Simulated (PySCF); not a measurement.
# F$_{4}$Ge (charge +1, doublet): what the fields show

```xyz
5

F     1.2179   -1.3418   -0.0330
Ge    0.2753    0.0262   -0.0522
F     0.9125    1.5404   -0.3054
F    -1.3175   -0.2222   -0.8441
F    -1.0451    0.0069    1.1646
```

Geometry: PBE0-D3(BJ)/def2-SVP.

Computed with DFT single point, gas phase, functional wB97X (PySCF 2.14.0, density-fitted response routines).

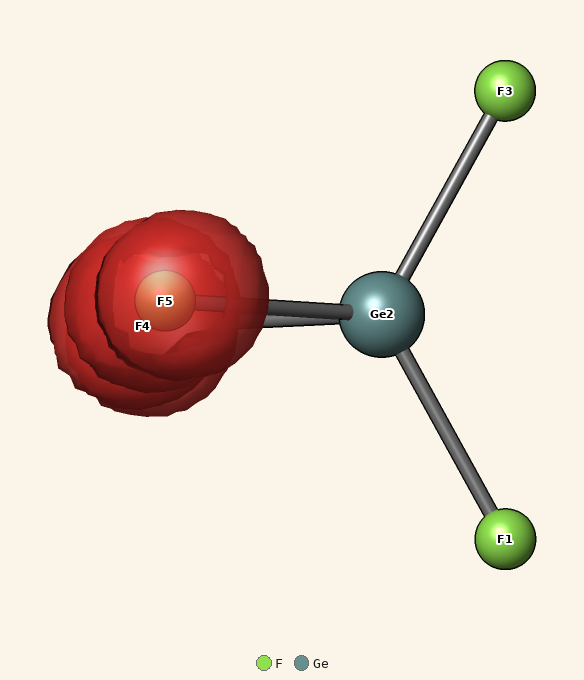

Figure 1. Isosurfaces of the spin density at +0.08 (red) and −0.08 e/Å³ (blue), seen across its widest extent.

Question: Where is the unpaired spin?

Answer: The unpaired spin (1 electron) lies mostly on F4 (about 0.5) and F5 (about 0.5), in electrons by Hirshfeld's partition.

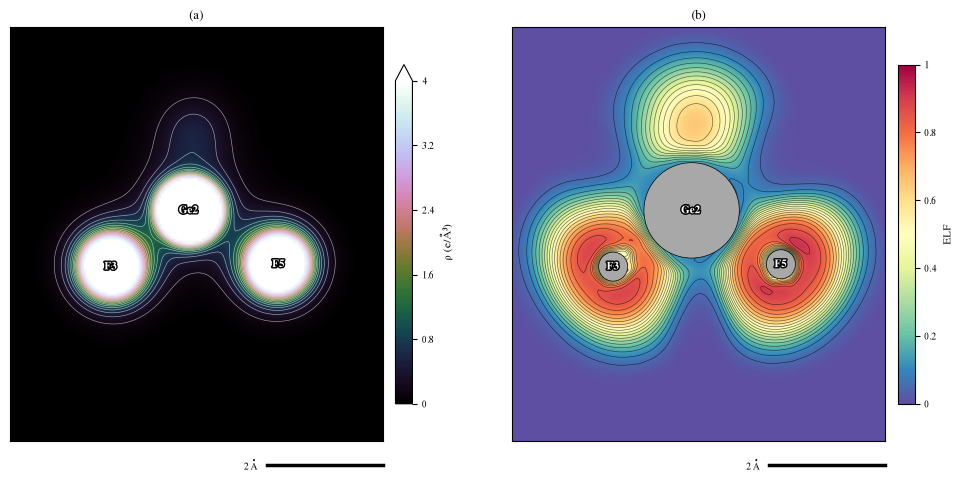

Figure 2. (a) electron density; (b) ELF on the plane of atoms F3, Ge2 and F5. Grey discs cover the atomic cores in the ELF map.

Question: What do the fields say about this system?

Answer: Atoms in the plane: Ge and F. Ge–F (1.66 Å): ρ is about 1.2 e/Å³ halfway; the ELF peaks at about 0.80 in the valence shell of F, 0.5 Å from its nucleus, and is about 0.25 at the midpoint. Ge–F (1.80 Å): ρ is about 0.84 e/Å³ halfway; the ELF peaks at about 0.85 in the valence shell of F, 0.5 Å from its nucleus, and is about 0.25 at the midpoint. The ELF also peaks beside F3 and F5, away from the bonds: non-bonding electrons, paired or unpaired.

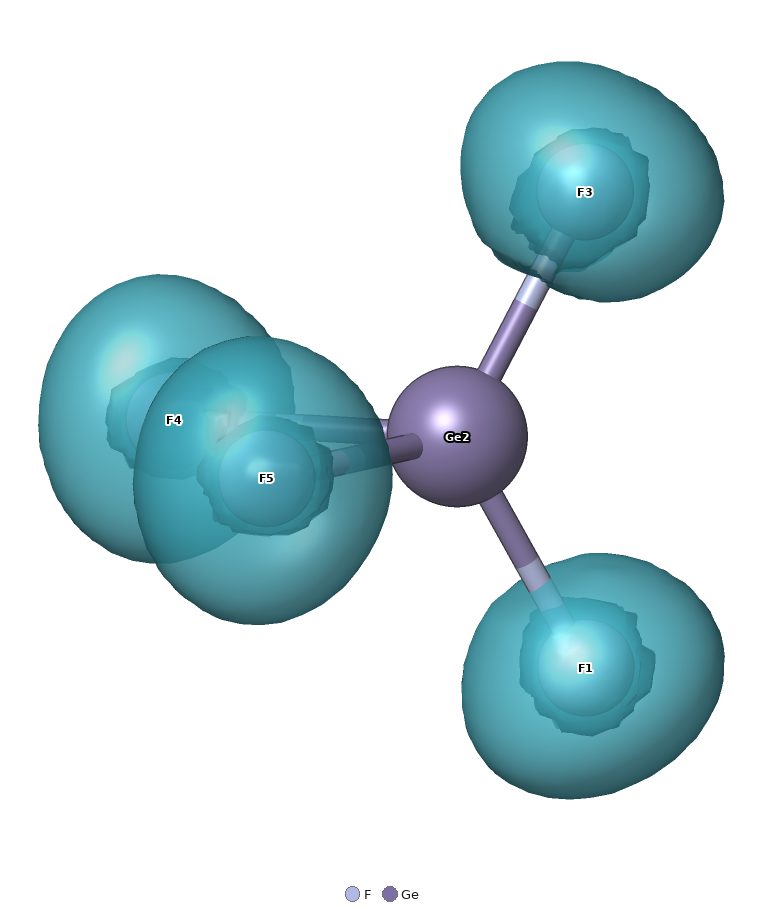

Figure 3. Isosurface of the electron localisation function at 0.75 (cyan), seen at a tilt. Core shells and regions of very low density are left out.

Question: Describe the localisation domains.

Answer: The ELF exceeds this value in four regions wrapped around F (the valence shell of each).
